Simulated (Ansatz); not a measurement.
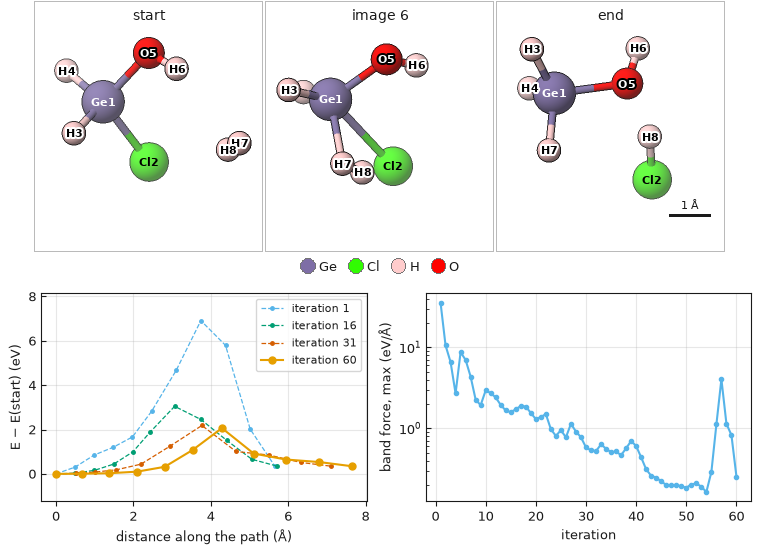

A search for the minimum-energy path of GeH$_{5}$OCl, made up at the start of GeH3OCl and H₂ by the nudged elastic band. Images are numbered from 0 (start) to 10 (end). The plot follows the band through its iterations. The picture is a ball-and-stick view, seen at a tilt.

Theory: Ansatz, RKS r2SCANh-D4/def2-SVP. Run with 9 movable images; climbing image; force threshold 0.03 eV/Å; iteration limit 60; optimiser FIRE; starting path through a guess of the saddle point.

> Judge this run.

The result isn't final. The band hadn't converged when the run stopped after 60 iterations. The largest component of the band force went from 36 to 0.25 eV/Å. The barrier read from it is provisional, though the highest image hardly moved in the last two iterations. The first iteration put the highest image at 6.91 eV. The highest point, image 6, lies 2.06 eV above the start and 1.72 eV above the end; the end is at +0.35 eV relative to the start.

Limits of the set-up: the start holds two separate molecules, 2.3 Å apart at their closest, whose relative position is a soft coordinate.
